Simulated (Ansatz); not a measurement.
## Na on Ag(100): change of the work function

How does Na on the hollow site change the work function of Ag(100) as the layer fills?

Calculated with Ansatz 0.2.0; plane-wave DFT, PBEsol, Ansatz PAW.

## 1. Starting point

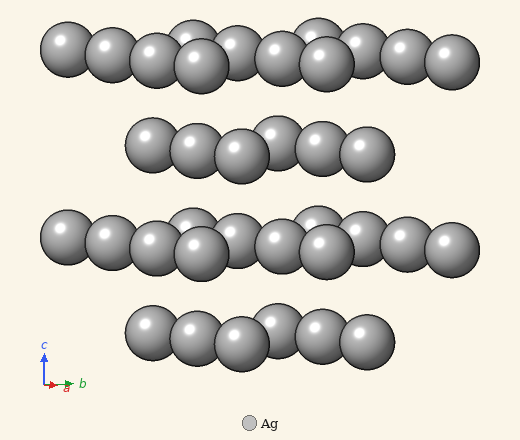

The starting structure, seen from the side, with the c axis up (silver light grey). 3×2×1 cells are drawn. Some periodic images of atoms are drawn too.

The cell holds 4 atoms: 4 Ag. Cell: a = 2.892 Å, b = 2.892 Å, c = 24.135 Å, α = 90.0°, β = 90.0°, γ = 90.0°. Vacuum lies along c.

## 2. The clean slab

The bare slab comes first, as the zero from which every change is counted. The two lowest layers are held at bulk places and the upper ones relax. The dipole correction removes the false field that a one-sided slab makes across the periodic vacuum, so each face gets a flat vacuum level of its own.

Contents of input.yaml:

```yaml
crystal:
  lattice:
    - [2.8920667351, 0.0, 0.0]
    - [0.0, 2.8920667351, 0.0]
    - [0.0, 0.0, 24.135]
  atoms:
    - { symbol: Ag, position: [0.5, 0.5, 0.3729024239] }
    - { symbol: Ag, position: [0.0, 0.0, 0.4576341413] }
    - { symbol: Ag, position: [0.5, 0.5, 0.5423658587] }
    - { symbol: Ag, position: [0.0, 0.0, 0.6270975761] }
kpoints:
  mp_grid: { grid: [10, 10, 1] }
hamiltonian:
  xc: pbesol
scf:
  occupations: { method: fermi_dirac, width: 0.1 }
  convergence: { dr2_threshold: 1.0e-08 }
efield:
  axis: 3
  dipole_correction: true
  ramp_position: 0.97
  ramp_width: 0.06
relax:
  f_tol: 0.02
  max_steps: 60
  constraints: [{ sites: [0, 1] }]
output:
  write_potential: true
  write_density: true
  volumetric_format: npy
```

On the command line:

```bash
$ ansatz run input.yaml --threads 4 --pin off --max-ram 12288MiB --backend cpu --events-out ev --progress --plain --runs-dir out
```

Numbers of over 12 decimals in the logs are rounded to 6 here.

Output:

```text
Engine: ansatz 0.2.0, aarch64-unknown-linux-gnu
Pseudopotentials: kind: paw
Pseudopotential: Ag, paw, valence charge 19, recommended cutoff 420 eV (normal), Ag.paw.azcp
Functional definition: PBEsol
  exchange = pbesol_x
  correlation = pbesol_c
Crystal: 4 atoms, lattice volume = 201.866 Å³
Basis set: ecut = 420 eV, 3917 PW (Γ), exchange–correlation on 40×40×324 points (8 copies of the dense FFT grid, shifted against one another)
Bands: 46, of which v1, the nominal top of the filled ones, is band 38 counted from 1 (37 counted from 0)
Symmetry: 8 space group operations
k-points: 21 of 100
Non-local potential: Ag, projectors of the file, l = 0: 3, l = 1: 2, l = 2: 2, l = 3: 1
PAW form: soft (Blöchl's): semilocal exchange-correlation on the pseudo side does not see the compensation charge
PAW frozen core: Ag, regenerated for the run's functional, and the local potential with it (the file was generated under x = pbe(κ = 0.804, μ = 0.219515), c = pbe(β = 0.066725))
PAW one-centre angular grid: Ag, 590 points (default); XC on 64 Gauss nodes
Initial density: superposition of atomic densities (neutral atoms: chi_scale 0, normalization atom), corrected by the library's trained network
Initial wavefunctions: pseudopotential atomic-orbital guess
Functional: x = pbesol(κ = 0.804, μ = 0.123457), c = pbesol(β = 0.046)
SCF iter   1: F=—  HF=-30087.815637 eV  |F-HF|=—  |Δ(HF+E_count)|=         —  Δρ=5.09e-3  dr2=4.87e-2  ethr=1.77e-3  p=0.000 e·Å  D=3.51e-13 V/Å  ΔV_dip=-0.00 eV  dr2_dipole=7.29e-9  V_vac-E_F(+/−)=4.30/4.30 eV  ⟨swp⟩=8.1  Hψ=4206  notcnv=0  defer=5
efield: sawtooth ramp at fractional position 0.9700 (set: `efield.ramp_position`, or a place that a band, a saddle search or an elastic batch's reference lends), width 0.0600; the density the first Hamiltonian is built on has a dipole p = 0.000 e·Å; the dipole correction subtracts the counter field D = 3.51e-13 V/Å, which shifts the + side's vacuum level by -0.00 eV against the − side's; the planar-averaged density in the ramp window peaks in size at 4.8e-6 e/Å³
preconditioner: auto → LDOS  [insulator: Δε(μ)=0.284 eV  Ē_g=8.923 eV  σ=0.100 eV  W_gap=0.52  n_scr=44 (ndim 8)  ℏωp=17.3 eV  f_vac=0.610  D(μ)=0.92/eV (n_scr^D=6)  ε∞_Penn≈4.8  β→1.0]
SCF iter   2: F=—  HF=-30087.838836 eV  |F-HF|=—  |Δ(HF+E_count)|=   2.32e-2  Δρ=8.25e-3  dr2=1.11e-1  ethr=6.41e-5  p=-0.000 e·Å  D=-8.77e-7 V/Å  ΔV_dip=0.00 eV  dr2_dipole=2.22e-8  V_vac-E_F(+/−)=4.34/4.34 eV  ⟨swp⟩=2.5  Hψ=2077  notcnv=0  defer=38
SCF iter   3: F=—  HF=-30087.805204 eV  |F-HF|=—  |Δ(HF+E_count)|=   3.36e-2  Δρ=6.05e-4  dr2=6.54e-4  ethr=6.41e-5  p=0.000 e·Å  D=1.58e-6 V/Å  ΔV_dip=-0.00 eV  dr2_dipole=3.23e-9  V_vac-E_F(+/−)=4.31/4.31 eV  ⟨swp⟩=2.0  Hψ=1856  notcnv=0  defer=38
SCF iter   4: F=—  HF=-30087.804922 eV  |F-HF|=—  |Δ(HF+E_count)|=   2.82e-4  Δρ=1.80e-4  dr2=7.67e-5  ethr=8.61e-7  p=0.000 e·Å  D=1.42e-6 V/Å  ΔV_dip=-0.00 eV  dr2_dipole=5.06e-10  V_vac-E_F(+/−)=4.31/4.31 eV  ⟨swp⟩=3.6  Hψ=2092  notcnv=0  defer=38
SCF iter   5: F=—  HF=-30087.804923 eV  |F-HF|=—  |Δ(HF+E_count)|=   6.44e-7  Δρ=3.86e-5  dr2=2.70e-6  ethr=1.01e-7  p=0.000 e·Å  D=1.11e-6 V/Å  ΔV_dip=-0.00 eV  dr2_dipole=3.30e-11  V_vac-E_F(+/−)=4.31/4.31 eV  ⟨swp⟩=2.0  Hψ=1380  notcnv=0  defer=38
SCF iter   6: F=—  HF=-30087.804924 eV  |F-HF|=—  |Δ(HF+E_count)|=   7.50e-7  Δρ=8.73e-6  dr2=2.72e-7  ethr=3.55e-9  p=0.000 e·Å  D=4.73e-7 V/Å  ΔV_dip=-0.00 eV  dr2_dipole=2.17e-12  V_vac-E_F(+/−)=4.31/4.31 eV  ⟨swp⟩=2.4  Hψ=1581  notcnv=0  defer=36
SCF iter   7: F=—  HF=-30087.804924 eV  |F-HF|=—  |Δ(HF+E_count)|=   2.47e-8  Δρ=3.09e-6  dr2=1.98e-8  ethr=3.58e-10  p=0.000 e·Å  D=2.15e-7 V/Å  ΔV_dip=-0.00 eV  dr2_dipole=2.59e-13  V_vac-E_F(+/−)=4.31/4.31 eV  ⟨swp⟩=2.0  Hψ=1388  notcnv=0  defer=36
SCF iter   8: F=-30087.804924 eV  HF=-30087.804924 eV  |F-HF|=5.53e-9  |Δ(HF+E_count)|=   1.88e-8  Δρ=1.04e-6  dr2=2.46e-9  ethr=1.32e-11  p=0.000 e·Å  D=8.09e-8 V/Å  ΔV_dip=-0.00 eV  dr2_dipole=7.99e-16  V_vac-E_F(+/−)=4.31/4.31 eV  ⟨swp⟩=8.8  Hψ=5722  notcnv=0
SCF 1 converged in 8 iterations: F = -30087.804924 eV  dr2 = 2.46e-9
  greatest PAW one-centre occupation: 1.001 electrons in one spin orbital (limit 2), on the Ag atom at site 1 (counted from 0), in its partial waves of l = 0
relax step   1: F+E_penalty+E_count = -30087.80492360 eV  Δ(F+E_penalty+E_count) = +0.000e0 eV  max|allowed force component| = 2.758e-1 eV/Å  Δτ_max = 0.0000 Å  (8 SCF iters, accepted)
Initial density: handed on by an earlier stage of this run
Initial wavefunctions: those handed on with the density
iter 1 solved again at ethr=5.68e-5 eV; its pass at ethr=3.10e-3 eV (dr2=4.32e-2 eV) is discarded
SCF iter   1: F=—  HF=-30087.830184 eV  |F-HF|=—  |Δ(HF+E_count)|=         —  Δρ=4.61e-3  dr2=4.59e-2  ethr=5.68e-5  p=0.000 e·Å  D=1.68e-7 V/Å  ΔV_dip=-0.00 eV  dr2_dipole=9.17e-4  V_vac-E_F(+/−)=4.29/4.29 eV  ⟨swp⟩=2.0  Hψ=4006  notcnv=0  defer=33
efield: sawtooth ramp at fractional position 0.9700 (set: `efield.ramp_position`, or a place that a band, a saddle search or an elastic batch's reference lends), width 0.0600; the density the first Hamiltonian is built on has a dipole p = 0.000 e·Å; the dipole correction subtracts the counter field D = 1.68e-7 V/Å, which shifts the + side's vacuum level by -0.00 eV against the − side's; the planar-averaged density in the ramp window peaks in size at 3.8e-7 e/Å³
preconditioner: auto → LDOS  [metal: Δε(μ)=0.169 eV  Ē_g=9.085 eV  σ=0.100 eV  W_gap=0.35  n_scr=44 (ndim 8)  ℏωp=17.3 eV  f_vac=0.618  D(μ)=0.86/eV (n_scr^D=6)  β→1.0]
SCF iter   2: F=—  HF=-30087.834584 eV  |F-HF|=—  |Δ(HF+E_count)|=   4.40e-3  Δρ=5.51e-3  dr2=7.40e-2  ethr=5.68e-5  p=-0.004 e·Å  D=-3.31e-3 V/Å  ΔV_dip=0.08 eV  dr2_dipole=1.29e-3  V_vac-E_F(+/−)=4.40/4.32 eV  ⟨swp⟩=2.1  Hψ=1820  notcnv=0  defer=33
SCF iter   3: F=—  HF=-30087.815420 eV  |F-HF|=—  |Δ(HF+E_count)|=   1.92e-2  Δρ=8.02e-4  dr2=1.33e-3  ethr=5.68e-5  p=0.001 e·Å  D=9.51e-4 V/Å  ΔV_dip=-0.02 eV  dr2_dipole=1.21e-4  V_vac-E_F(+/−)=4.28/4.30 eV  ⟨swp⟩=2.0  Hψ=1818  notcnv=0  defer=33
SCF iter   4: F=—  HF=-30087.815300 eV  |F-HF|=—  |Δ(HF+E_count)|=   1.20e-4  Δρ=4.41e-4  dr2=4.14e-4  ethr=1.75e-6  p=0.001 e·Å  D=1.12e-3 V/Å  ΔV_dip=-0.03 eV  dr2_dipole=1.30e-5  V_vac-E_F(+/−)=4.28/4.30 eV  ⟨swp⟩=2.2  Hψ=1800  notcnv=0  defer=38
SCF iter   5: F=—  HF=-30087.815243 eV  |F-HF|=—  |Δ(HF+E_count)|=   5.69e-5  Δρ=1.77e-4  dr2=6.05e-5  ethr=5.45e-7  p=0.001 e·Å  D=1.10e-3 V/Å  ΔV_dip=-0.03 eV  dr2_dipole=7.65e-7  V_vac-E_F(+/−)=4.28/4.30 eV  ⟨swp⟩=2.0  Hψ=1267  notcnv=0  defer=38
SCF iter   6: F=—  HF=-30087.815261 eV  |F-HF|=—  |Δ(HF+E_count)|=   1.89e-5  Δρ=5.99e-5  dr2=6.41e-6  ethr=7.96e-8  p=0.001 e·Å  D=1.16e-3 V/Å  ΔV_dip=-0.03 eV  dr2_dipole=5.27e-8  V_vac-E_F(+/−)=4.27/4.30 eV  ⟨swp⟩=2.0  Hψ=1388  notcnv=0  defer=38
SCF iter   7: F=—  HF=-30087.815229 eV  |F-HF|=—  |Δ(HF+E_count)|=   3.24e-5  Δρ=9.58e-6  dr2=1.91e-7  ethr=8.44e-9  p=0.001 e·Å  D=1.18e-3 V/Å  ΔV_dip=-0.03 eV  dr2_dipole=8.09e-9  V_vac-E_F(+/−)=4.27/4.30 eV  ⟨swp⟩=2.0  Hψ=1678  notcnv=0  defer=39
SCF iter   8: F=—  HF=-30087.815229 eV  |F-HF|=—  |Δ(HF+E_count)|=   7.21e-8  Δρ=4.14e-6  dr2=3.56e-8  ethr=2.52e-10  p=0.001 e·Å  D=1.19e-3 V/Å  ΔV_dip=-0.03 eV  dr2_dipole=5.25e-10  V_vac-E_F(+/−)=4.27/4.30 eV  ⟨swp⟩=2.5  Hψ=1752  notcnv=0  defer=38
SCF iter   9: F=-30087.815229 eV  HF=-30087.815229 eV  |F-HF|=2.34e-9  |Δ(HF+E_count)|=   5.09e-9  Δρ=7.85e-7  dr2=1.40e-9  ethr=1.32e-11  p=0.001 e·Å  D=1.19e-3 V/Å  ΔV_dip=-0.03 eV  dr2_dipole=4.25e-11  V_vac-E_F(+/−)=4.27/4.30 eV  ⟨swp⟩=9.0  Hψ=6035  notcnv=0
SCF 2 converged in 9 iterations: F = -30087.815229 eV  dr2 = 1.40e-9
  greatest PAW one-centre occupation: 1.001 electrons in one spin orbital (limit 2), on the Ag atom at site 2 (counted from 0), in its partial waves of l = 0
relax step   2: F+E_penalty+E_count = -30087.81522916 eV  Δ(F+E_penalty+E_count) = -1.031e-2 eV  max|allowed force component| = 1.541e-1 eV/Å  Δτ_max = 0.1959 Å  (9 SCF iters, accepted)
SCF iter   1: F=—  HF=-30087.822083 eV  |F-HF|=—  |Δ(HF+E_count)|=         —  Δρ=1.70e-3  dr2=5.54e-3  ethr=8.33e-5  p=0.001 e·Å  D=1.19e-3 V/Å  ΔV_dip=-0.03 eV  dr2_dipole=1.63e-6  V_vac-E_F(+/−)=4.28/4.31 eV  ⟨swp⟩=4.4  Hψ=2646  notcnv=0  defer=39
efield: sawtooth ramp at fractional position 0.9700 (set: `efield.ramp_position`, or a place that a band, a saddle search or an elastic batch's reference lends), width 0.0600; the density the first Hamiltonian is built on has a dipole p = 0.001 e·Å; the dipole correction subtracts the counter field D = 1.19e-3 V/Å, which shifts the + side's vacuum level by -0.03 eV against the − side's; the planar-averaged density in the ramp window peaks in size at 4.2e-7 e/Å³
preconditioner: auto → LDOS  [metal: Δε(μ)=0.195 eV  Ē_g=9.062 eV  σ=0.100 eV  W_gap=0.39  n_scr=44 (ndim 8)  ℏωp=17.3 eV  f_vac=0.616  D(μ)=0.86/eV (n_scr^D=6)  β→1.0]
SCF iter   2: F=—  HF=-30087.822182 eV  |F-HF|=—  |Δ(HF+E_count)|=   9.90e-5  Δρ=1.69e-3  dr2=9.25e-3  ethr=7.29e-6  p=0.003 e·Å  D=2.75e-3 V/Å  ΔV_dip=-0.07 eV  dr2_dipole=1.01e-3  V_vac-E_F(+/−)=4.24/4.30 eV  ⟨swp⟩=2.5  Hψ=2029  notcnv=0  defer=37
SCF iter   3: F=—  HF=-30087.820228 eV  |F-HF|=—  |Δ(HF+E_count)|=   1.95e-3  Δρ=4.77e-4  dr2=5.05e-4  ethr=7.29e-6  p=0.001 e·Å  D=9.29e-4 V/Å  ΔV_dip=-0.02 eV  dr2_dipole=4.41e-5  V_vac-E_F(+/−)=4.28/4.31 eV  ⟨swp⟩=2.0  Hψ=1573  notcnv=0  defer=37
SCF iter   4: F=—  HF=-30087.820179 eV  |F-HF|=—  |Δ(HF+E_count)|=   4.94e-5  Δρ=3.41e-4  dr2=2.33e-4  ethr=6.65e-7  p=0.001 e·Å  D=1.00e-3 V/Å  ΔV_dip=-0.02 eV  dr2_dipole=4.56e-6  V_vac-E_F(+/−)=4.28/4.30 eV  ⟨swp⟩=2.0  Hψ=1684  notcnv=0  defer=37
SCF iter   5: F=—  HF=-30087.820129 eV  |F-HF|=—  |Δ(HF+E_count)|=   5.00e-5  Δρ=1.01e-4  dr2=2.42e-5  ethr=3.07e-7  p=0.001 e·Å  D=9.46e-4 V/Å  ΔV_dip=-0.02 eV  dr2_dipole=6.66e-7  V_vac-E_F(+/−)=4.28/4.30 eV  ⟨swp⟩=2.0  Hψ=1320  notcnv=0  defer=37
SCF iter   6: F=—  HF=-30087.820134 eV  |F-HF|=—  |Δ(HF+E_count)|=   5.03e-6  Δρ=3.11e-5  dr2=1.82e-6  ethr=3.19e-8  p=0.001 e·Å  D=9.13e-4 V/Å  ΔV_dip=-0.02 eV  dr2_dipole=3.91e-10  V_vac-E_F(+/−)=4.28/4.30 eV  ⟨swp⟩=2.0  Hψ=1465  notcnv=0  defer=37
SCF iter   7: F=—  HF=-30087.820133 eV  |F-HF|=—  |Δ(HF+E_count)|=   6.13e-7  Δρ=4.25e-6  dr2=4.37e-8  ethr=2.39e-9  p=0.001 e·Å  D=9.01e-4 V/Å  ΔV_dip=-0.02 eV  dr2_dipole=3.93e-10  V_vac-E_F(+/−)=4.28/4.30 eV  ⟨swp⟩=2.0  Hψ=1639  notcnv=0  defer=37
SCF iter   8: F=-30087.820133 eV  HF=-30087.820133 eV  |F-HF|=7.06e-10  |Δ(HF+E_count)|=   4.19e-9  Δρ=1.17e-6  dr2=3.06e-9  ethr=1.32e-11  p=0.001 e·Å  D=8.96e-4 V/Å  ΔV_dip=-0.02 eV  dr2_dipole=4.25e-11  V_vac-E_F(+/−)=4.28/4.30 eV  ⟨swp⟩=9.1  Hψ=6268  notcnv=0
SCF 3 converged in 8 iterations: F = -30087.820133 eV  dr2 = 3.06e-9
relax step   3: F+E_penalty+E_count = -30087.82013307 eV  Δ(F+E_penalty+E_count) = -4.904e-3 eV  max|allowed force component| = 4.717e-3 eV/Å  Δτ_max = 0.0708 Å  (8 SCF iters, accepted)
NSCF: frozen V_eff on 21 k-points
the band table was solved once a step of the walk had ended and its energy, with any forces and stress, was formed, with the checks that follow a solve (5247 applications of the Hamiltonian). They found nothing against the state; the energy, forces and stress were not computed again (output.eigenvalues in the input reference)
SCF converged after 8 iterations
Free energy (F): -30087.820133 eV
Harris-Foulkes:  -30087.820133 eV  (|F-HF|=7.06e-10)
Internal energy: -30087.788557 eV  (E = F + TS)
E sigma→0 (E₀):  -30087.804345 eV
Entropy (-TS):   -0.031576 eV (-7.894 meV/atom)
Fermi energy:    3.011413 eV
Dipole field:    D = 0.000887 V/Å  (p = 0.000990 e·Å, saw-weighted, corrected)
Work function:   Φ+ = 4.2801 eV   Φ− = 4.3015 eV
Levels:          The Fermi level and band energies are counted from a zero that moves with the ramp; work functions are not
--- Per-component energies (eV) ---
  E_band       = -2017.641720
  E_kinetic    = 2108.689308
  E_local      = -123340.741819  (includes V_loc(G=0)·N_el)
  E_nonlocal   = 331.698924
  E_hartree    = 60732.395733
  E_xc         = -732.360508
  E_vxc        = -934.215615  (∫ρ·V_xc dr)
  E_paw        = -15339.964823  (= ΣΔE_a)
  E_vpaw       = -1647.868959  (= ΣTr[D̂ρ^β])
  E_aug_tail   = 0.001197  (compensation charges beyond the density's cutoff)
  E_efield     = 0.000000  (sawtooth field / dipole correction)
  E_vefield    = 0.002768  (∫n·V_field dr)
  E_ewald      = 46151.202475
  E_core_change = 1.290956  (= ΣΔE_core)
  E_smearing   = -0.031576  (= −TS)
  E_closure    = 0.000000  (closes the sum)
  Σ components = -30087.820133   (vs F -30087.820133, Δ=0.00e0)
--- Forces (eV/Å), atoms counted from 1 ---
  atom   1  Ag    -0.00000000     0.00000000     0.26779936
  atom   2  Ag    -0.00000000     0.00000000    -0.27068291
  atom   3  Ag    -0.00000000     0.00000000     0.00471733
  atom   4  Ag     0.00000000     0.00000000    -0.00181952
  max |Σ_I F_I| component: 1.43e-5 eV/Å
--- Band table (eV; the first three rows and the last of 21) ---
  k-point 0: bands = [... 34 lower, -0.0466, 0.0581, 0.1441, 0.1441, 0.3516, 2.8233, 4.3964, 7.2057, ... 4 higher]
  k-point 1: bands = [... 34 lower, -0.1969, -0.1449, 0.0019, 0.1741, 0.7533, 3.1188, 4.7916, 7.3939, ... 4 higher]
  k-point 2: bands = [... 34 lower, -0.2717, -0.2637, 0.0117, 0.1576, 1.4083, 3.8636, 5.7658, 7.9568, ... 4 higher]
  k-point 20: bands = [... 34 lower, 0.4552, 0.5082, 5.2505, 5.2505, 7.3211, 7.3211, 9.7312, 9.7551, ... 4 higher]
--- Relaxed structure (3 steps of the walk, 3 accepted, 0 SCFs on fresh bases) ---
  F+E_penalty+E_count = -30087.82013307 eV   max|allowed force component| = 4.717e-3 eV/Å
  atoms:
    - { symbol: Ag, position: [0.5, 0.5, 0.3729024239] }
    - { symbol: Ag, position: [0.0, 0.0, 0.4576341413] }
    - { symbol: Ag, position: [0.5, 0.5, 0.540743] }
    - { symbol: Ag, position: [0, 0.0, 0.621916] }
```

Run time: 14 s. Hardware: 4 threads of Arm Neoverse V1, shared host; peak memory 0.54 GiB.

Step by step:

```csv
step,energy less that of the first step (eV),largest force component (eV/Å)
1,0.0000,0.2758
2,-0.0103,0.1541
3,-0.0152,0.0047
```

Forces are held to the 8 operations that the run works with; a distortion that breaks them can't arise in this run.

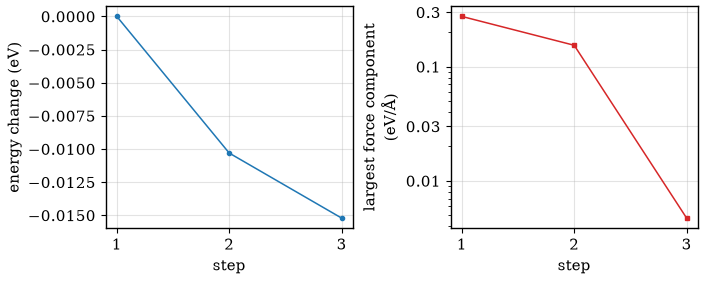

Energy and largest force along the relaxation.

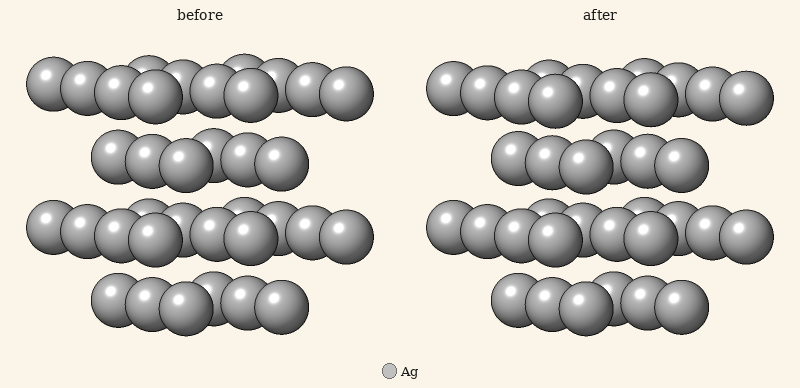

Before and after, at one scale.

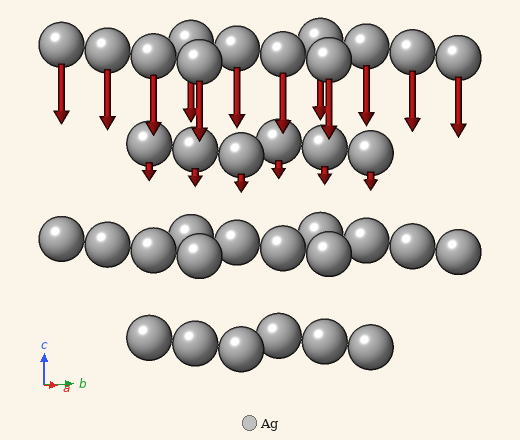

Displacements in the relaxation, exaggerated; the longest in the cell stands for 0.13 Å. 3×2×1 cells are drawn. Some periodic images of atoms are drawn too.

The atoms that moved most (Å):

```
atom     dx     dy      dz  length
 Ag4  0.000  0.000  -0.125   0.125
 Ag3  0.000  0.000  -0.039   0.039
```

The relaxed structure:

```xyz
4
Lattice="2.8921 0.0000 0.0000 0.0000 2.8921 0.0000 0.0000 0.0000 24.1350" Properties=species:S:1:pos:R:3
Ag    1.4460    1.4460    9.0000
Ag    0.0000    0.0000   11.0450
Ag    1.4460    1.4460   13.0508
Ag    0.0000    0.0000   15.0100
```

Numbers from this step:

```
energy at zero smearing        : -30087.8043 eV
work function, upper face      : 4.280 eV
work function, lower face      : 4.302 eV
dipole along the normal        : 9.90e-4 e·Å
step between the vacuum levels : -0.02142 eV
```

Running mean over 2.045 Å of the planar mean; the ramp of the sawtooth is left out. The electron's electrostatic potential energy less the Fermi level by z:

```
z (Å)  electron's electrostatic potential energy less the Fermi level (eV)
    3                                                                 4.30
    4                                                                 4.30
    5                                                                 4.30
    6                                                                 4.26
    7                                                                 3.72
    8                                                                -1.17
    9                                                                -5.58
   10                                                                -5.89
   11                                                                -6.01
   12                                                                -6.24
   13                                                                -6.14
   14                                                                -6.51
   15                                                                -5.74
   16                                                                -1.26
   17                                                                 3.68
   18                                                                 4.24
   19                                                                 4.28
   20                                                                 4.28
   21                                                                 4.28
```

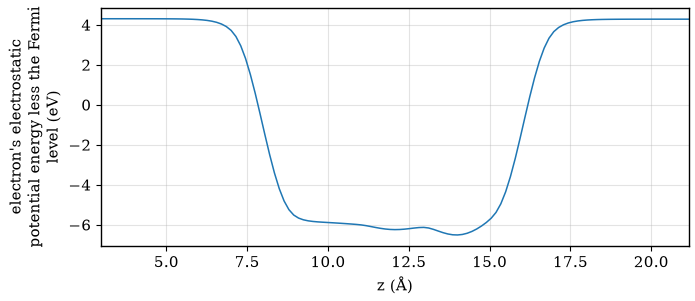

Electron's electrostatic potential energy less the Fermi level against z.

The relaxation took 3 steps and lowered the energy by 0.015 eV; the largest force on the free atoms ends at 0.0047 eV/Å.

The work function of the upper face is 4.28 eV.

(Part 1 of 5 ends here.)

[Logs are printed without paths, hosts, clocks, repeated set-up lines and the standing remarks that a program may print on its own settings, such as how far it seeks lower states.]

[Hosts, paths, dates, database ids (printed as entryN), source tags and the programs' standing remarks are cut or masked in the printed files.]

[Maps of the electrostatic potential energy from Ansatz leave out the sawtooth potential of an applied field or a dipole correction, so their vacuum need not be flat; planar profiles and work functions include it.]
